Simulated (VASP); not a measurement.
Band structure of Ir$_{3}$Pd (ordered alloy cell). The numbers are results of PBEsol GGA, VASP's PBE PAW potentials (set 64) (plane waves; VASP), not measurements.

Unless said otherwise, spin-orbit coupling is left out, though it shifts the bands of the heavy elements here.

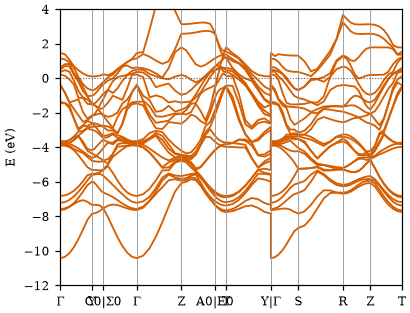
Figure: Bands along high-symmetry lines, zero at the valence-band maximum or, without a gap, the Fermi level

**Question.** Read the plot: is there a gap, and where are the band edges?

**Answer.** It has no gap at this level: it comes out as a metal or semimetal. (Edges off the drawn lines would not show.)

The structure was generated: Ir3Pd was put into an ordered model structure (Cmmm), which need not be its known phase. It was relaxed first. The electron count is odd and the run is not spin-polarised, which forces a metal. VASP warned that the highest band is occupied, so more bands are needed.
